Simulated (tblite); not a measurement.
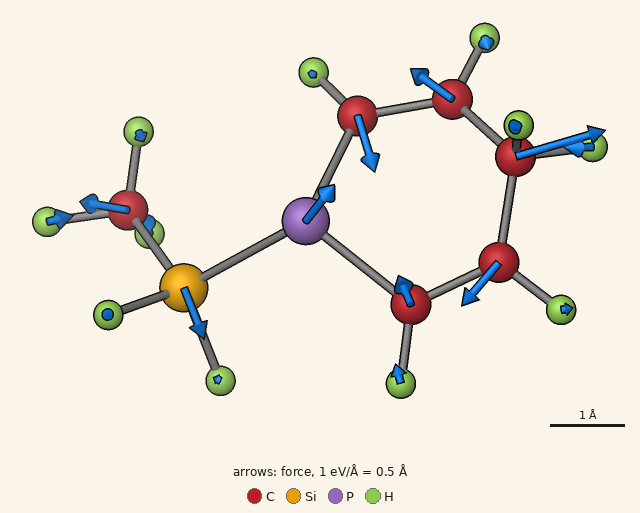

Starting geometry of C₆H₁₁PSi with the computed forces as blue arrows. Style: ball-and-stick. Shown at a tilt.

Computed with GFN2-xTB geometry optimisation, gas phase in tblite 0.8.0. 

Question: Is this structure relaxed? If not, where do the atoms go?

Answer: It isn't relaxed: the largest force vector, on a C atom, is 2.60 eV/Å. The final displacements have little in common with the starting forces (cosine between the two patterns 0.13). After 161 geometry steps the energy has fallen by 70.4 kJ/mol. The atom that moves furthest after the best rigid fit is an H atom (1.27 Å). Largest moves by element: H 1.27 Å, C 0.60 Å, Si 0.47 Å, P 0.43 Å. Near-neighbour distances that change, for instance: P–Si 2.174 → 2.252 Å, C–P 1.866 → 1.804 Å, C–Si 1.850 → 1.900 Å, C–H 1.139 → 1.094 Å. Among the angles between lasting bonds that change: Si–P–C 112.7° → 97.9°, Si–P–C 111.7° → 99.3°, P–C–C 114.8° → 124.3°. Groups turn about P–Si by about 45°, C–Si by about 30°.
